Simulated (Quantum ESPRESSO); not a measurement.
# Ga2Se2 on 1T-SnSe2, AA stacking, stepped through the field along the normal, part 2 of 4

What law, if any, do the results for Ga2Se2 on 1T-SnSe2, AA stacking follow against the field along the normal?

Quantum ESPRESSO 7.5; plane-wave DFT, PBE, GBRV ultrasoft pseudopotentials.

So far. Step 2 (Variable-cell relaxation of the reference):  The last row is no step: it is a fresh SCF in the final cell with a new plane-wave basis, +15 meV from the row before, a sign that the cell is biased by the basis (Pulay stress).

### 3. Ground state, 0 V/Å

The self-consistent run of this member.

Level of this step: plane-wave DFT, PBE, GBRV ultrasoft pseudopotentials (Quantum ESPRESSO 7.5).

m0.scf.in reads:

```
&control
  prefix = 'm0.scf'
  outdir = './out'
  pseudo_dir = './pseudo'
  calculation = 'scf'
  tprnfor = .true.
  tefield = .true.
  dipfield = .true.
/
&system
  ibrav = 0
  nat = 7
  ntyp = 3
  ecutwfc = 40
  ecutrho = 200
  occupations = 'smearing'
  smearing = 'fd'
  degauss = 0.002
  edir = 3
  emaxpos = 0.97
  eopreg = 0.04
  eamp = 0.0
  nbnd = 44
/
&electrons
  conv_thr = 1e-09
  mixing_beta = 0.4
  electron_maxstep = 120
  mixing_mode = 'plain'
/
ATOMIC_SPECIES
  Se  78.9710  se_pbe_v1.uspp.F.UPF
  Sn  118.7100  sn_pbe_v1.4.uspp.F.UPF
  Ga  69.7230  ga_pbe_v1.4.uspp.F.UPF
CELL_PARAMETERS angstrom
  3.78377693200000 0.00000000000000 0.00000000000000
  -1.89188846600000 3.27684694600000 0.00000000000000
  0.00000000000000 0.00000000000000 26.87959401900000
ATOMIC_POSITIONS crystal
  Se  0.666666666700 0.333333333300 0.268969608400
  Sn  0.000000000000 0.000000000000 0.329042627900
  Se  0.333333333300 0.666666666700 0.389165134100
  Se  0.333333333300 0.666666666700 0.529306431500
  Ga  0.000000000000 0.000000000000 0.573069052200
  Ga  0.000000000000 0.000000000000 0.664111975100
  Se  0.333333333300 0.666666666700 0.707916458900
K_POINTS automatic
  6 6 1 0 0 0
```

Started as:

```sh
> OMP_NUM_THREADS=1 mpirun -n 4 pw.x -nk 2 -in m0.scf.in > m0.scf.out
```

Log:

```text
[banner, memory and clock lines left out]
Program PWSCF v.7.5 starts
[citation notice left out]

[...]
bravais-lattice index     =            0
     lattice parameter (alat)  =       7.1503  a.u.
     unit-cell volume          =    2249.0597 (a.u.)^3
     number of atoms/cell      =            7
     number of atomic types    =            3
     number of electrons       =        76.00
     number of Kohn-Sham states=           44
     kinetic-energy cutoff     =      40.0000  Ry
     charge density cutoff     =     200.0000  Ry
     scf convergence threshold =      1.0E-09
     mixing beta               =       0.4000
     number of iterations used =            8  plain     mixing
     Exchange-correlation=  SLA  PW   PBX  PBC
                           (   1   4   3   4   0   0   0)

[...]
PseudoPot. # 1 for Se read from file:
     ./pseudo/se_pbe_v1.uspp.F.UPF
     Pseudo is Ultrasoft + core correction, Zval =  6.0
     Generated by new atomic code, or converted to UPF format
     Using radial grid of  877 points,  6 beta functions with:
                l(1) =   0
                l(2) =   0
                l(3) =   1
                l(4) =   1
                l(5) =   2
                l(6) =   2
     Q(r) pseudized with  8 coefficients,  rinner =    1.300   1.300   1.300
                                                       1.300   1.300

     PseudoPot. # 2 for Sn read from file:
     ./pseudo/sn_pbe_v1.4.uspp.F.UPF
     Pseudo is Ultrasoft + core correction, Zval = 14.0
     Generated by new atomic code, or converted to UPF format
     Using radial grid of  891 points,  6 beta functions with:
                l(1) =   0
                l(2) =   0
                l(3) =   1
                l(4) =   1
                l(5) =   2
                l(6) =   2
     Q(r) pseudized with  8 coefficients,  rinner =    1.350   1.350   1.350
                                                       1.350   1.350

     PseudoPot. # 3 for Ga read from file:
     ./pseudo/ga_pbe_v1.4.uspp.F.UPF
     Pseudo is Ultrasoft + core correction, Zval = 19.0
     Generated by new atomic code, or converted to UPF format
     Using radial grid of  871 points,  6 beta functions with:
                l(1) =   0
                l(2) =   0
                l(3) =   1
                l(4) =   1
                l(5) =   2
                l(6) =   2
     Q(r) pseudized with  8 coefficients,  rinner =    1.250   1.250   1.250
                                                       1.250   1.250

     atomic species   valence    mass     pseudopotential
     Se                6.00    78.97100     Se( 1.00)
     Sn               14.00   118.71000     Sn( 1.00)
     Ga               19.00    69.72300     Ga( 1.00)

     No symmetry found

[...]
number of k points=    20  Fermi-Dirac smearing, width (Ry)=  0.0020
[...]
Dense  grid:   107239 G-vectors     FFT dimensions: (  36,  36, 240)

     Smooth grid:    76771 G-vectors     FFT dimensions: (  30,  30, 216)

     Initial potential from superposition of free atoms

     starting charge      72.9997, renormalised to      76.0000

     negative rho (up, down):  1.703E-03 0.000E+00

     Adding external electric field

     Computed dipole along edir(3) :
        Dipole                0.4007 Ry au,          1.0184 Debye
        Dipole field          0.0022 Ry au,

        Potential amp.       -0.2183 Ry
        Total length         48.7633 bohr

     Starting wfcs are   49 randomized atomic wfcs

     per-process dynamical memory:    78.5 Mb

     Self-consistent Calculation

     iteration #  1     ecut=    40.00 Ry     beta= 0.40
     Davidson diagonalization with overlap
     ethr =  1.00E-02,  avg # of iterations =  3.0

     negative rho (up, down):  8.863E-04 0.000E+00

     Adding external electric field

     Computed dipole along edir(3) :
        Dipole               -0.6144 Ry au,         -1.5617 Debye
        Dipole field         -0.0034 Ry au,

        Potential amp.        0.3348 Ry
        Total length         48.7633 bohr

     total energy              =   -1161.76182212 Ry
     estimated scf accuracy    <       8.62683760 Ry

     iteration #  2     ecut=    40.00 Ry     beta= 0.40
[...]
negative rho (up, down):  6.326E-04 0.000E+00

[...]
Dipole                3.6549 Ry au,          9.2899 Debye
[...]
total energy              =   -1163.06479374 Ry
     estimated scf accuracy    <       4.47047815 Ry

     iteration #  3     ecut=    40.00 Ry     beta= 0.40
[...]
negative rho (up, down):  1.790E-04 0.000E+00

[...]
Dipole               -0.3557 Ry au,         -0.9041 Debye
[...]
total energy              =   -1151.13954452 Ry
     estimated scf accuracy    <    1103.97034016 Ry

     iteration #  4     ecut=    40.00 Ry     beta= 0.40
[...]
negative rho (up, down):  1.553E-04 0.000E+00

[...]
Dipole               -0.5884 Ry au,         -1.4955 Debye
[...]
total energy              =   -1164.46115911 Ry
     estimated scf accuracy    <       0.58154593 Ry

     iteration #  5     ecut=    40.00 Ry     beta= 0.40
[...]
negative rho (up, down):  1.477E-04 0.000E+00

[...]
Dipole               -0.4351 Ry au,         -1.1059 Debye
[...]
total energy              =   -1164.54177395 Ry
     estimated scf accuracy    <       0.47269130 Ry

     iteration #  6     ecut=    40.00 Ry     beta= 0.40
[...]
negative rho (up, down):  1.567E-04 0.000E+00

[...]
Dipole               -0.3264 Ry au,         -0.8295 Debye
[...]
total energy              =   -1164.57071925 Ry
     estimated scf accuracy    <       0.04853523 Ry

[...]
iteration # 19     ecut=    40.00 Ry     beta= 0.40
[...]
negative rho (up, down):  4.409E-04 0.000E+00

[...]
Dipole                0.0105 Ry au,          0.0266 Debye
[...]
total energy              =   -1164.57142752 Ry
     estimated scf accuracy    <       0.00000007 Ry

     iteration # 20     ecut=    40.00 Ry     beta= 0.40
[...]
negative rho (up, down):  4.402E-04 0.000E+00

[...]
Dipole                0.0104 Ry au,          0.0265 Debye
[...]
total energy              =   -1164.57142753 Ry
     estimated scf accuracy    <          5.9E-09 Ry

     iteration # 21     ecut=    40.00 Ry     beta= 0.40
[...]
negative rho (up, down):  4.387E-04 0.000E+00

[...]
Dipole                0.0104 Ry au,          0.0265 Debye
[...]
total energy              =   -1164.57142754 Ry
     estimated scf accuracy    <          1.2E-09 Ry

     iteration # 22     ecut=    40.00 Ry     beta= 0.40
[...]
negative rho (up, down):  4.388E-04 0.000E+00

[...]
Dipole                0.0104 Ry au,          0.0264 Debye
[...]
End of self-consistent calculation

          k = 0.0000 0.0000 0.0000 (  9565 PWs)   bands (ev):

   -93.2320 -93.2320 -93.2281 -93.2281 -93.1959 -93.1807 -20.7000 -20.7000
   -20.6581 -20.6467 -20.6467 -13.8136 -13.6831 -13.6831 -13.6195 -13.6195
   -13.6151 -13.6151 -13.4748 -13.4739 -13.4739 -13.1357 -12.7601 -12.5428
   -11.8162  -5.5724  -5.2860  -2.8631  -0.8779  -0.0733  -0.0733   0.0499
     0.0499   0.1041   0.1041   0.4578   0.4832   0.4832   2.1452   2.6293
     3.4420   3.7414   5.2029   5.2030

          k = 0.0000 0.1925 0.0000 (  9607 PWs)   bands (ev):

   -93.2321 -93.2321 -93.2283 -93.2282 -93.1959 -93.1807 -20.7101 -20.6886
   -20.6558 -20.6492 -20.6466 -13.8164 -13.7409 -13.6856 -13.6816 -13.6243
   -13.6112 -13.6049 -13.5074 -13.4756 -13.4136 -12.8653 -12.4617 -12.2714
   -11.6259  -5.4767  -5.3252  -3.0198  -1.7293  -1.5822  -1.3160  -0.8261
    -0.5779  -0.5468  -0.4750  -0.3034   0.5202   0.5547   2.8190   3.5601
     3.8461   4.4839   5.2118   5.5541

[...]
the Fermi energy is     0.9102 ev

!    total energy              =   -1164.57142754 Ry
     estimated scf accuracy    <          3.2E-10 Ry
     smearing contrib. (-TS)   =      -0.00000005 Ry
     internal energy E=F+TS    =   -1164.57142748 Ry

     The total energy is F=E-TS. E is the sum of the following terms:
     one-electron contribution =   -4477.39295810 Ry
     hartree contribution      =    2253.77555407 Ry
     xc contribution           =    -258.94440937 Ry
     ewald contribution        =    1317.99038532 Ry
     electric field correction =       0.00000060 Ry

     convergence has been achieved in  22 iterations

     negative rho (up, down):  4.388E-04 0.000E+00

     Forces acting on atoms (cartesian axes, Ry/au):

     atom    1 type  1   force =     0.00000030    0.00000055   -0.00306235
     atom    2 type  2   force =     0.00000024   -0.00000168   -0.00125466
     atom    3 type  1   force =     0.00000036    0.00000062    0.00026152
     atom    4 type  1   force =     0.00000032    0.00000058   -0.00046908
     atom    5 type  3   force =    -0.00000018   -0.00000025   -0.00083519
     atom    6 type  3   force =    -0.00000134   -0.00000041    0.00205136
     atom    7 type  1   force =     0.00000030    0.00000060    0.00330840

     Total force =     0.005205     Total SCF correction =     0.000078

[...]
```

Run time: 2.2 min. Hardware: 4 MPI ranks of Arm Neoverse V1, shared host; peak memory 0.74 GiB; 8.7 min of CPU time.

Numbers from this step:

```
free energy                          : -15844.8015 eV
Fermi energy                         : 0.9102 eV
dipole along the normal              : 0.005496 e·Å
valence top, on the run's zero       : 0.5547 eV
conduction bottom, on the run's zero : 1.239 eV
gap by band count                    : 0.6847 eV
```

### 4. Potential by pp.x, 0 V/Å

plot_num = 11 writes the bare and Hartree potential, from which vacuum levels or, in a crystal, the mean potential are read.

m0.pot.in reads:

```
&inputpp
  prefix = 'm0.scf'
  outdir = './out'
  filplot = 'm0.pot.dat'
  plot_num = 11
/
```

Started as:

```sh
> OMP_NUM_THREADS=1 mpirun -n 4 pp.x -in m0.pot.in > m0.pot.out
```

Log:

```text
[banner, memory and clock lines left out]
Program POST-PROC v.7.5 starts

          URL

     ./out/m0.scf.save/

     IMPORTANT: XC functional enforced from input :
     Exchange-correlation= PBE
                           (   1   4   3   4   0   0   0)
     Any further DFT definition will be discarded
     Please, verify this is what you really want

     negative rho (up, down):  4.388E-04 0.000E+00

     Adding external electric field

     Computed dipole along edir(3) :
        Dipole                0.0104 Ry au,          0.0264 Debye
        Dipole field          0.0001 Ry au,

        Potential amp.       -0.0057 Ry
        Total length         48.7633 bohr

     Calling punch_plot, plot_num =  11

     Adding external electric field

     Computed dipole along edir(3) :
        Dipole                0.0104 Ry au,          0.0264 Debye
        Dipole field          0.0001 Ry au,

        Potential amp.       -0.0057 Ry
        Total length         48.7633 bohr

     Writing data to file  m0.pot.dat
     Message from routine chdens:
     namelist plot not found or invalid, exiting
```

Wall time 1.4 s (4 MPI ranks); peak memory 0.12 GiB; 5.2 s of CPU time.

Read from the output:

* slope of the potential above: 5.98e-5 eV/Å
* upper vacuum line continued to the top atoms, over the valence top: 5.761 eV
* slope of the potential below: -4.18e-5 eV/Å
* lower vacuum line continued to the bottom atoms, over the valence top: 5.842 eV
* vacuum level at the upper face over the valence top of the mesh: 5.762 eV
* vacuum level at the lower face over the valence top of the mesh: 5.842 eV

The potential energy, planar mean oscillates, so the rows of the table below give means over windows of 2 Å about each position, cut where the curve ends. Its maxima inside the range that stand out by 2 % of the span (Å: eV): 8.0: -3.88, 9.7: -3.88, 12.3: 5.43, 16.6: 2.81. Its minima: 7.3: -11.0, 8.8: -11.6, 10.4: -11.0, 14.3: -11.8, 18.9: -11.8.

Electrostatic potential energy of an electron, with the sawtooth; zero at the highest filled level of the SCF mesh. Table of potential energy, planar mean by z; means over each step:

```tsv
z (Å)	potential energy, planar mean (eV)
0	5.84
2	5.84
4	5.83
6	2.63
8	-8.32
10	-7.46
12	4.14
14	-5.16
16	-2.08
18	-6.46
20	0.330
22	5.74
24	5.76
26	5.77
```

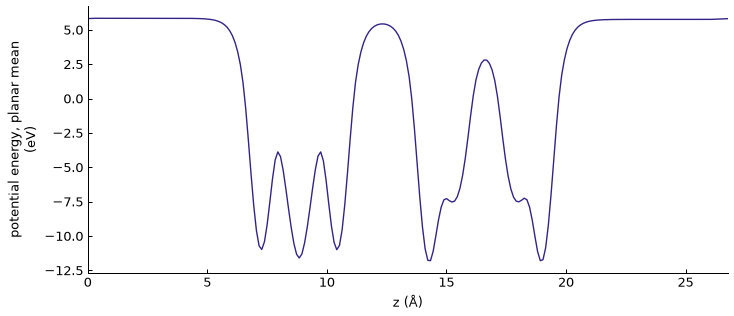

Potential energy, planar mean against z.

(Continued in part 3 of 4.)

[Logs are printed without paths, hosts, clocks, repeated set-up lines and the standing remarks that a program may print on its own settings, such as how far it seeks lower states.]

[Hosts, paths, dates, database ids (printed as entryN), source tags and the programs' standing remarks are cut or masked in the printed files.]

[Maps of the electrostatic potential energy from Ansatz leave out the sawtooth potential of an applied field or a dipole correction, so their vacuum need not be flat; planar profiles and work functions include it.]
